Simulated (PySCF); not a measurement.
# Zn⁺: atomic calculation

Zn⁺, configuration 1s2 2s2 2p6 3s2 3p6 3d10 4s1, multiplicity 2. Computed at this level: unrestricted TPSS, STO-3G, non-relativistic, point nucleus (PySCF).

Outcome:

- outcome: converged; a filled orbital lies above zero
- total energy: −1757.5120 hartree
- kinetic energy: 1764.0653 hartree
- ⟨S²⟩: 0.750
- SCF iterations: 4
- hardware: 1 thread of Arm Neoverse V1, 23 GiB of memory available, shared host

What is odd here:

The input is odd on purpose: minimal basis. The program ran to the end. Its numbers are those of this setting; this run alone doesn't show how far the oddity moves them. The highest filled orbital (3d, 18.4 eV) lies above zero. Either the basis lacks functions of the right size for that shell or the functional's self-interaction leaves it unbound, so its level and radius depend on the basis and aren't properties of the atom. The driver held the occupations shell by shell, and empty p levels lie below the filled 3d. The script shown fixes the counts by irreducible representation only, so by itself it can fall to another configuration.

The input:
```python
from pyscf import gto, scf, dft, mp, cc
import basis_set_exchange as bse
mol = gto.M(atom="Zn 0 0 0", charge=1, spin=1, symmetry="D2h",
            basis=gto.basis.parse(bse.get_basis("STO-3G", elements=["Zn"], fmt="nwchem", header=False)))
mf = dft.UKS(mol, xc="TPSS")
mf.irrep_nelec = {'Ag': (6, 5), 'B1g': (1, 1), 'B2g': (1, 1), 'B3g': (1, 1), 'B1u': (2, 2), 'B2u': (2, 2), 'B3u': (2, 2)}
mf.kernel()
```

The script is an equivalent of what the driver set up; the driver started from orbitals of its own, so the log can be shorter than this script's would be, and it computed the properties (radii, ⟨L²⟩, response) afterwards. It held the occupations shell by shell, which the script's counts by irreducible representation don't always enforce.

Launched within a batch (the task file carries these settings):
```bash
OMP_NUM_THREADS=1 python <driver script> TASK.json OUT
```

Log (extracts):
```
damping factor = 0
level_shift factor = 0
DIIS = <class 'pyscf.scf.diis.CDIIS'>
diis_start_cycle = 1
diis_space = 10
diis_damp = 0
SCF conv_tol = 1e-09
SCF conv_tol_grad = None
number electrons alpha = 15  beta = 14
XC functionals = TPSS
    J. Tao, J. P. Perdew, V. N. Staroverov, and G. E. Scuseria.,  Phys. Rev. Lett. 91, 146401 (2003)
    J. P. Perdew, J. Tao, V. N. Staroverov, and G. E. Scuseria.,  J. Chem. Phys. 120, 6898 (2004)
    J. Tao, J. P. Perdew, V. N. Staroverov, and G. E. Scuseria.,  Phys. Rev. Lett. 91, 146401 (2003)
    J. P. Perdew, J. Tao, V. N. Staroverov, and G. E. Scuseria.,  J. Chem. Phys. 120, 6898 (2004)
cycle= 1 E= -1757.51145176601  delta_E= -0.0138  |g|= 0.0403  |ddm|= 0.153
cycle= 2 E= -1757.51199131236  delta_E= -0.00054  |g|= 0.00825  |ddm|= 0.0301
cycle= 3 E= -1757.51201514802  delta_E= -2.38e-05  |g|= 9.6e-06  |ddm|= 0.00514
cycle= 4 E= -1757.51201514805  delta_E= -3.21e-11  |g|= 2.91e-07  |ddm|= 6.2e-06
converged SCF energy = -1757.51201514805  <S^2> = 0.75002123  2S+1 = 2.0000212
```

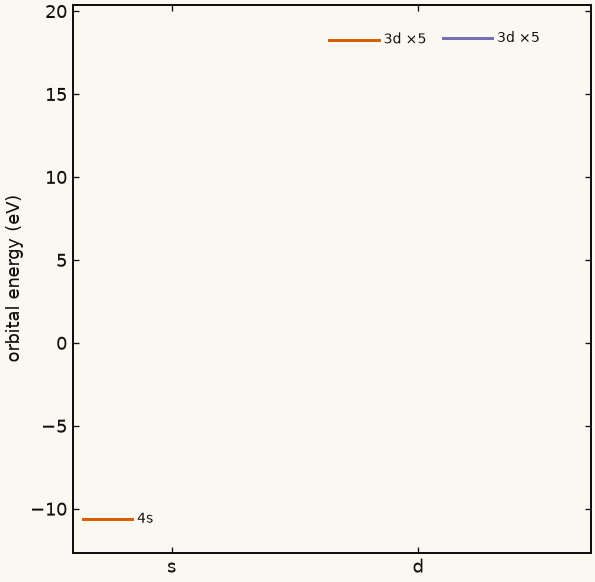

**Figure 1.** Orbital energies of the mean field, from the top down to −10.6 eV, by angular momentum, α spin at the left of each column and β at the right; ×n counts the orbitals under one label. Empty levels that the record names by l alone aren't drawn. The highest filled orbital is 3d β at 18.4 eV, the lowest empty one s β at −9.62 eV. A filled level above zero isn't a property of the atom (see the remarks).

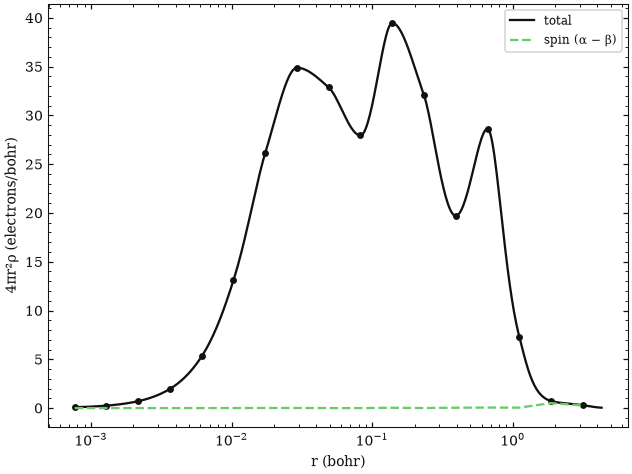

**Figure 2.** Spherically averaged radial density 4πr²ρ of the mean field and its spin part; markers are the stored points, which are sparse, and the line is a monotone interpolation between them. The largest stored value is 39.5 electrons/bohr at r = 0.14 bohr. Root-mean-square radii of the shells: 2p 0.223, 2s 0.245, 3d 0.764, 3s 0.771, 3p 0.842, 4s 2.53 bohr. That of 3d is set by the basis, since the level lies above zero.
